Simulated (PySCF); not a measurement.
# C₆H₅F₃: a tour of settings, part 2 of 2

PySCF 2.14.0. Atoms count from 0. Earlier steps stand in the parts before.

### 4 NMR shieldings: PBE0/def2-SVP

What the job is given:

```
{"job": {"kind": "nmr", "xc": "PBE0", "basis": "def2-SVP", "pop": false, "scf": {"aux": "def2-qzvpp-jkfit", "conv": 1e-11}}, "charge": 0, "multiplicity": 1}
F      3.674748     0.827310    -0.532660
C      2.811992    -0.166066    -0.808778
F      3.328024    -1.283325    -0.264645
F      2.845501    -0.343112    -2.142222
C      1.476035     0.117311    -0.323287
C      0.373937     0.369435     0.085169
C     -0.935691     0.642737     0.557852
C     -2.116547     0.146653    -0.240998
C     -1.782784    -0.501592     1.058875
H     -1.022872     1.599569     1.057341
H     -2.981391     0.789448    -0.297011
H     -1.909917    -0.396805    -1.149853
H     -2.414217    -0.313512     1.913237
H     -1.347497    -1.488524     1.039926
```

With the program's defaults for keys left out, this is: GIAO PBE0/def2-SVP NMR shielding, non-relativistic, gas phase.

Standard output:

```text
final grid: 128920 points
cycle   1  E = -529.9719084180  dE =  1.574e+00  |g| = 9.360e-01  |ddm| = 4.796e+00
cycle   2  E = -529.8186488868  dE =  1.533e-01  |g| = 1.363e+00  |ddm| = 1.834e+00
cycle   3  E = -530.1248508515  dE = -3.062e-01  |g| = 1.739e-01  |ddm| = 1.077e+00
cycle   4  E = -530.1304141300  dE = -5.563e-03  |g| = 8.777e-02  |ddm| = 2.311e-01
cycle   5  E = -530.1322659695  dE = -1.852e-03  |g| = 1.881e-02  |ddm| = 9.285e-02
cycle   6  E = -530.1323543824  dE = -8.841e-05  |g| = 1.953e-03  |ddm| = 2.289e-02
cycle   7  E = -530.1323552091  dE = -8.267e-07  |g| = 2.879e-04  |ddm| = 3.347e-03
cycle   8  E = -530.1323552259  dE = -1.685e-08  |g| = 8.884e-05  |ddm| = 5.173e-04
cycle   9  E = -530.1323552275  dE = -1.599e-09  |g| = 3.243e-05  |ddm| = 1.186e-04
cycle  10  E = -530.1323552278  dE = -2.555e-10  |g| = 6.007e-06  |ddm| = 3.961e-05
cycle  11  E = -530.1323552278  dE = -1.103e-11  |g| = 2.295e-06  |ddm| = 1.159e-05
cycle  12  E = -530.1323552278  dE = -5.684e-13  |g| = 7.461e-07  |ddm| = 3.113e-06
converged SCF energy = -530.1323552278

GIAO shielding tensors (ppm)
atom      isotropic    diamagn.    paramagn.     s11        s22        s33       span
  0 F      258.560     465.824    -207.264    172.097    252.635    350.948    178.851
  1 C       76.509     243.978    -167.469     70.245     79.046     80.236      9.991
  2 F      258.118     470.524    -212.405    171.486    249.934    352.935    181.450
  3 F      258.114     470.498    -212.384    171.542    249.910    352.890    181.347
  4 C      131.035     282.170    -151.135     51.735     57.771    283.600    231.865
  5 C      101.704     258.251    -156.547     18.165     28.668    258.278    240.112
  6 C      195.960     255.113     -59.152    166.704    183.638    237.539     70.835
  7 C      185.224     252.145     -66.921    155.555    186.069    214.049     58.493
  8 C      185.229     252.124     -66.896    155.574    186.105    214.006     58.432
  9 H       30.591      31.031      -0.440     22.962     28.189     40.621     17.658
 10 H       31.025      29.826       1.199     25.474     26.699     40.901     15.427
 11 H       31.075      32.812      -1.738     25.562     28.599     39.063     13.501
 12 H       31.027      29.830       1.197     25.477     26.700     40.903     15.426
 13 H       31.077      32.818      -1.741     25.563     28.602     39.065     13.502
```

It took 17 s on 1 thread of Arm Neoverse V1, shared host; peak memory 0.72 GiB.

This run: δ C1 119.6, C5 94.5, C4 65.1, C7 10.9, H9 1.22, H10 0.78 ppm (means over like atoms).

### 5 Excited states and response: OLYP/def2-SVPD in methanol

Settings changed since step 4:

```diff
@@ -1,2 +1,2 @@
-{"job": {"kind": "nmr", "xc": "PBE0", "basis": "def2-SVP", "pop": false, "scf": {"aux": "def2-qzvpp-jkfit", "conv": 1e-11}}, "charge": 0, "multiplicity": 1}
+{"job": {"kind": "uv", "xc": "OLYP", "basis": "def2-SVPD", "solvent": "methanol", "nstates": 1, "ntriplets": 2, "tda": false}, "charge": 0, "multiplicity": 1}
 F      3.674748     0.827310    -0.532660
```

Level: TDDFT OLYP/def2-SVPD, vertical, IEF-PCM methanol (non-equilibrium linear response), core orbitals frozen in the response.

Standard output:

```text
coarse grid: 12880 points
cycle   1  E = -530.3297640280  dE =  1.332e+00  |g| = 9.430e-01  |ddm| = 9.588e+00
cycle   2  E = -529.9539457875  dE =  3.758e-01  |g| = 1.745e+00  |ddm| = 4.359e+00
cycle   3  E = -530.4802598848  dE = -5.263e-01  |g| = 2.871e-01  |ddm| = 2.538e+00
cycle   4  E = -530.4967730033  dE = -1.651e-02  |g| = 1.352e-01  |ddm| = 7.760e-01
cycle   5  E = -530.5012267352  dE = -4.454e-03  |g| = 3.314e-02  |ddm| = 2.499e-01
cycle   6  E = -530.5015067144  dE = -2.800e-04  |g| = 6.265e-03  |ddm| = 9.715e-02
cycle   7  E = -530.5015153401  dE = -8.626e-06  |g| = 1.430e-03  |ddm| = 1.894e-02
final grid: 128920 points
cycle   8  E = -530.5762370484  dE = -5.842e-05  |g| = 1.714e-02  |ddm| = 3.710e-01
cycle   9  E = -530.5761496773  dE =  8.737e-05  |g| = 2.775e-02  |ddm| = 4.956e-02
cycle  10  E = -530.5762867854  dE = -1.371e-04  |g| = 3.815e-03  |ddm| = 3.563e-02
cycle  11  E = -530.5762898975  dE = -3.112e-06  |g| = 1.537e-03  |ddm| = 8.334e-03
cycle  12  E = -530.5762904967  dE = -5.992e-07  |g| = 2.089e-04  |ddm| = 2.786e-03
cycle  13  E = -530.5762905062  dE = -9.515e-09  |g| = 5.408e-05  |ddm| = 5.749e-04
cycle  14  E = -530.5762905068  dE = -5.882e-10  |g| = 1.588e-05  |ddm| = 1.624e-04
converged SCF energy = -530.5762905068

Static polarisability (au): isotropic 97.672, principal 77.171 79.269 136.577

Singlet excitations
state   eV       nm        f      main configurations
  1   5.6640    218.9   0.00037   H->L 0.99

Triplet excitations (Tamm-Dancoff, eV): 4.9953 5.3296
```

Wall time 23 s (1 thread of Arm Neoverse V1, shared host); peak memory 0.83 GiB.

Key values: HOMO -6.51 eV, LUMO -0.88 eV; lowest singlet 5.66 eV.

### 6 Shielding tensors: PBE0/ANO-RCC-VDZP

Settings changed since step 5:

```diff
@@ -1,2 +1,2 @@
-{"job": {"kind": "uv", "xc": "OLYP", "basis": "def2-SVPD", "solvent": "methanol", "nstates": 1, "ntriplets": 2, "tda": false}, "charge": 0, "multiplicity": 1}
+{"job": {"kind": "nmr", "xc": "PBE0", "basis": "ANO-RCC-VDZP", "pop": true, "scf": {"level_shift": 0.3, "aux": "def2-qzvpp-jkfit"}}, "charge": 0, "multiplicity": 1}
 F      3.674748     0.827310    -0.532660
```

Method: GIAO PBE0/ANO-RCC-VDZP NMR shielding, non-relativistic, gas phase.

Standard output:

```text
final grid: 128920 points
cycle   1  E = -530.4684203863  dE =  1.746e+00  |g| = 1.033e+00  |ddm| = 5.264e+00
cycle   2  E = -530.5459281572  dE = -7.751e-02  |g| = 9.501e-01  |ddm| = 1.290e+00
cycle   3  E = -530.6821234083  dE = -1.362e-01  |g| = 1.978e-01  |ddm| = 4.716e-01
cycle   4  E = -530.6892741031  dE = -7.151e-03  |g| = 4.803e-02  |ddm| = 1.295e-01
cycle   5  E = -530.6897620230  dE = -4.879e-04  |g| = 8.877e-03  |ddm| = 4.379e-02
cycle   6  E = -530.6897823398  dE = -2.032e-05  |g| = 4.099e-03  |ddm| = 1.181e-02
cycle   7  E = -530.6897861128  dE = -3.773e-06  |g| = 8.746e-04  |ddm| = 4.801e-03
cycle   8  E = -530.6897864678  dE = -3.550e-07  |g| = 2.957e-04  |ddm| = 1.771e-03
cycle   9  E = -530.6897865308  dE = -6.295e-08  |g| = 1.188e-04  |ddm| = 7.519e-04
cycle  10  E = -530.6897865429  dE = -1.208e-08  |g| = 5.077e-05  |ddm| = 3.354e-04
cycle  11  E = -530.6897865455  dE = -2.657e-09  |g| = 2.508e-05  |ddm| = 1.548e-04
cycle  12  E = -530.6897865462  dE = -6.524e-10  |g| = 1.303e-05  |ddm| = 7.322e-05
level shift removed, Fock matrix diagonalised once more
converged SCF energy = -530.6897865462

GIAO shielding tensors (ppm)
atom      isotropic    diamagn.    paramagn.     s11        s22        s33       span
  0 F      242.301     467.122    -224.822    154.579    225.904    346.419    191.839
  1 C       65.126     247.312    -182.186     59.461     67.384     68.533      9.072
  2 F      242.815     469.920    -227.105    154.701    224.491    349.252    194.550
  3 F      242.813     469.902    -227.089    154.737    224.474    349.229    194.493
  4 C      129.228     265.572    -136.344     48.079     55.202    284.402    236.323
  5 C       95.773     258.914    -163.140     10.517     21.238    255.565    245.049
  6 C      192.060     245.839     -53.779    161.006    177.890    237.285     76.279
  7 C      180.681     245.293     -64.612    148.879    180.810    212.356     63.478
  8 C      180.686     245.282     -64.597    148.898    180.847    212.312     63.414
  9 H       30.182      31.190      -1.008     22.519     27.466     40.562     18.043
 10 H       30.829      29.844       0.985     25.375     26.222     40.890     15.515
 11 H       30.932      32.343      -1.411     25.593     28.147     39.055     13.462
 12 H       30.831      29.851       0.980     25.379     26.222     40.892     15.513
 13 H       30.934      32.350      -1.416     25.595     28.151     39.057     13.463
```

It took 38 s on 1 thread of Arm Neoverse V1, shared host; peak memory 0.72 GiB.

Key values: δ C1 125.3, C5 94.6, C4 61.2, C7 9.7, H9 1.58, H10 0.93 ppm (means over like atoms).

### 7 Side by side: NMR shifts

Shifts (ppm) of some atoms, chosen among heavy atoms and hydrogens apart, means over like atoms, with basis size and wall time:

| run | C1 | C5 | C4 | C6 | H9 | H10 | F0 | functions | time |
| --- | --- | --- | --- | --- | --- | --- | --- | --- | --- |
| PBE0/pcSseg-1 | 123.8 | 101.4 | 68.6 | 1.0 | 1.39 | 0.95 | -61.8 | 178 | 36 s |
| PBE0/def2-SVP | 119.6 | 94.5 | 65.1 | 0.2 | 1.22 | 0.78 | -49.4 | 151 | 17 s |
| PBE0/ANO-RCC-VDZP | 125.3 | 94.6 | 61.2 | -1.7 | 1.58 | 0.93 | -63.6 | 151 | 38 s |

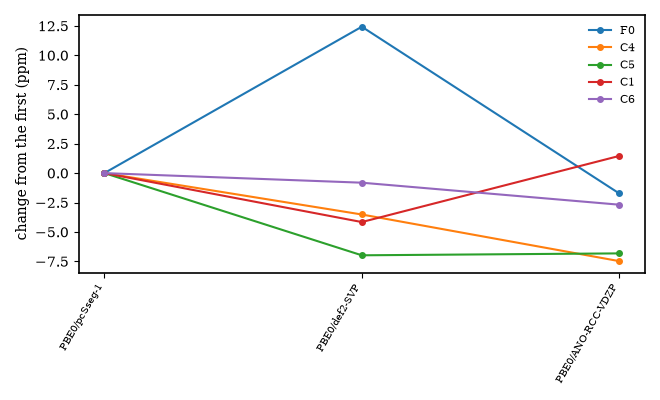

How five of the tabulated atoms move from run to run.

### 8 Side by side: electronic excitations

Excitations and ground-state properties, with basis size and wall time:

| run | lowest singlet (eV) | brightest (eV) | f | gap (eV) | α (Å³) | μ (D) | functions | time |
| --- | --- | --- | --- | --- | --- | --- | --- | --- |
| PBE0/def2-SVPD | 5.96 | 7.98 | 0.168 | 7.86 | 10.75 | 4.25 | 229 | 52 s |
| OLYP/def2-SVPD in methanol | 5.66 | 5.66 | 0.000 | 5.62 | 14.47 | 5.15 | 229 | 23 s |

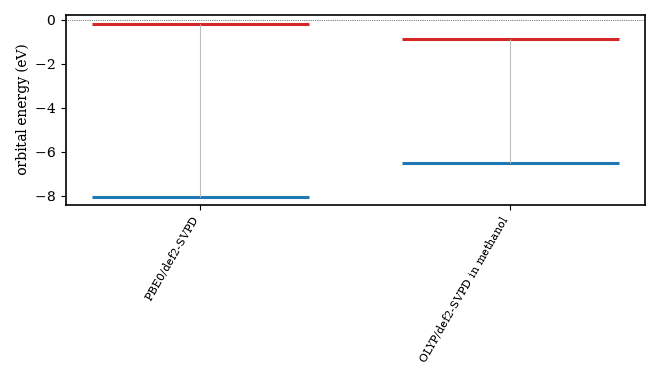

HOMO (blue) and LUMO (red) run by run.

### 9 Results

This closing draws on all 2 parts.

```
                                                                 quantity                              value
  13C shifts against TMS (PBE0/pcSseg-1, means over atoms taken as alike)  123.8, 101.4, 68.6, 12.1, 1.0 ppm
   1H shifts against TMS (PBE0/pcSseg-1, means over atoms taken as alike)               1.39, 0.95, 0.86 ppm
19F shifts against CFCl3 (PBE0/pcSseg-1, means over atoms taken as alike)                          -61.8 ppm
                                    surface potential, least and greatest                 -0.71 V and 1.24 V
                                          lowest singlet (PBE0/def2-SVPD)        5.96 eV (208 nm), f = 0.000
                                 brightest single state of those computed        state 5, 7.98 eV, f = 0.168
                                                           lowest triplet                            5.03 eV
                                                 range of the shift of F0                 -63.6 to -49.4 ppm
                                              range of the lowest singlet                    5.66 to 5.96 eV
```

In words: Single values in the summary come from the first run of each kind that ended normally (PBE0/pcSseg-1; PBE0/def2-SVPD), which need not be the best level. The lowest singlet, at 5.96 eV, is HOMO→LUMO 0.91 and is dark; of the 6 states computed, the strongest absorption comes from state 5 at 7.98 eV. The lowest triplet lies 0.93 eV below the lowest singlet (triplets in Tamm-Dancoff, singlets in full TDDFT). Across the 3 runs the shift of F0 (with its like atoms) moves most, between -63.6 (PBE0/ANO-RCC-VDZP) and -49.4 ppm (PBE0/def2-SVP). The lowest singlet runs from 5.66 eV (OLYP/def2-SVPD in methanol) to 5.96 eV (PBE0/def2-SVPD), while the orbital gap spans 5.62 to 7.86 eV. The lowest state need not be the same one in every run. The runs solved for a few states only, so the brightest column depends on that window.
